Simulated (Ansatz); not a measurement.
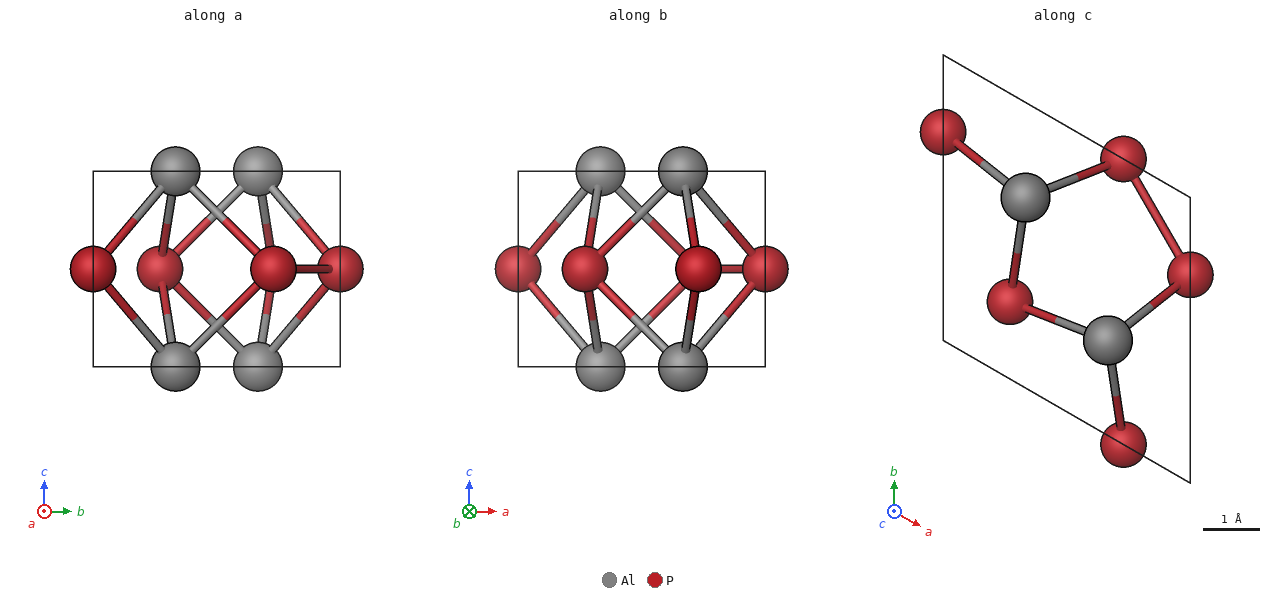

Ball-and-stick drawing of the structure, looking along the a axis, along the b axis and along the c axis. The edges of the conventional unit cell are marked.

Lattice parameters: a = 5.1701 Å, b = 5.1701 Å, c = 3.5381 Å, α = 90.000°, β = 90.000°, γ = 120.000°.

Q: From the views, write a CIF in P1 with every atom of the cell, with free fractional coordinates to two decimals.

A:
```cif
data_structure
_symmetry_space_group_name_H-M 'P 1'
_symmetry_Int_Tables_number 1
_cell_length_a 5.1701
_cell_length_b 5.1701
_cell_length_c 3.5381
_cell_angle_alpha 90.000
_cell_angle_beta 90.000
_cell_angle_gamma 120.000
_cell_volume 81.90
loop_
_atom_site_label
_atom_site_type_symbol
_atom_site_fract_x
_atom_site_fract_y
_atom_site_fract_z
_atom_site_occupancy
Al1 Al 0.3333 0.6667 0.00 1
Al2 Al 0.6667 0.3333 0.00 1
P1 P 0.27 0.27 0.50 1
P2 P 0.73 0.00 0.50 1
P3 P 0.00 0.73 0.50 1
```

The structure comes from a structure type filled with these elements by a generator (whether the compound takes this form wasn't checked). The geometry is the end of a relaxation with DFT PBE, scalar-relativistic, plane waves, PAW (Ansatz).
